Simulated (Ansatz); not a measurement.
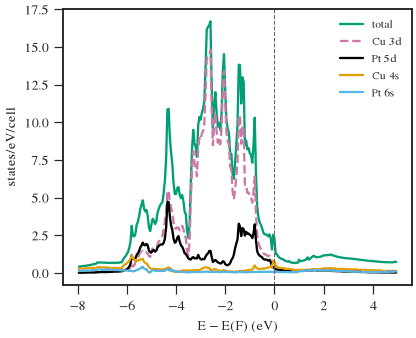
Fig. 1. Total and projected density of states of Cu₃Pt (Cu3Au type, space group No. 221), DFT-r²SCAN in the program Ansatz with PAW potentials

### Question
Which orbitals carry the states next to the Fermi level?

### Answer
Within 0.5 eV of the Fermi level: Cu 3d 40 %, Pt 5d 27 %, Cu 4s 21 %, outside the projected shells 8 %. Projections are on Löwdin-orthogonalised atomic valence shells; empty p or d shells of many metals are not among them.

### Question
Where is the tallest occupied peak in this window, and what makes it?

### Answer
Near -2.6 eV, about 17 states/eV per cell; the largest projected share is Cu 3d.

Space group Pm-3m (Cu3Au type). The workflow started from a Materials Project entry (that database holds measured and hypothetical structures alike); the Crystallography Open Database files this formula in space group No. 221, but the cells were not matched. Whether it is the stable phase at ambient conditions was not checked. Symmetry was held in the r²SCAN relaxation; its stability against distortions is not shown here. No spin polarisation was allowed. Spin–orbit coupling is left out wherever it is not named.

Potentials: the later of the program's two PAW sets.
